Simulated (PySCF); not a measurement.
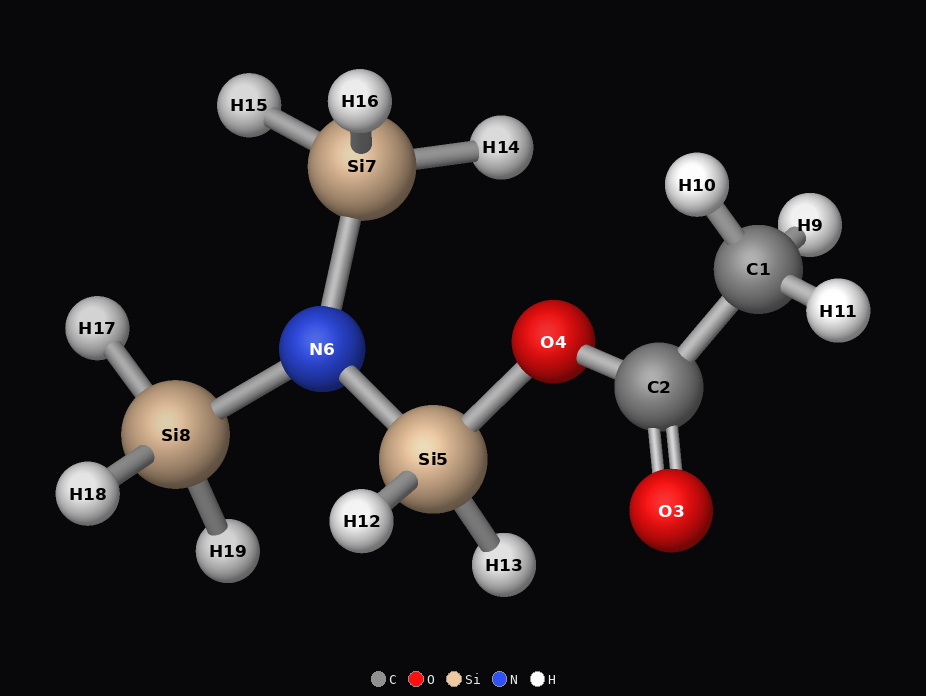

The computed structure is the end point of a GFN2-xTB optimisation. No frequency run is at hand to confirm it as a minimum. Electric field gradients from the ground-state density, PBE0/pcSseg-1 (PySCF 2.14.0), non-relativistic apart from any core potentials.

Give the largest field-gradient component, the quadrupole coupling constant and the asymmetry for 17O at O3 (Q = −25.6 mb), 17O at O4 (Q = −25.6 mb), 14N at N6 (Q = 20.44 mb), 2H at H9 (Q = 2.86 mb), 2H at H10 (Q = 2.86 mb), 2H at H11 (Q = 2.86 mb), 2H at H12 (Q = 2.86 mb).

| atom | V_zz (a.u.) | e²qQ/h (MHz) | η |
| --- | --- | --- | --- |
| O3 | −1.612 | 9.70 | 0.22 |
| O4 | 1.290 | −7.76 | 0.03 |
| N6 | −0.597 | −2.87 | 0.28 |
| H9 | 0.312 | 0.210 | 0.04 |
| H10 | 0.312 | 0.210 | 0.04 |
| H11 | 0.312 | 0.210 | 0.02 |
| H12 | 0.161 | 0.108 | 0.05 |

The geometry is semi-empirical. Around Si such bond lengths and angles can be off by a tenth of an ångström or more and by several degrees, and values that hang on the shape move with them.
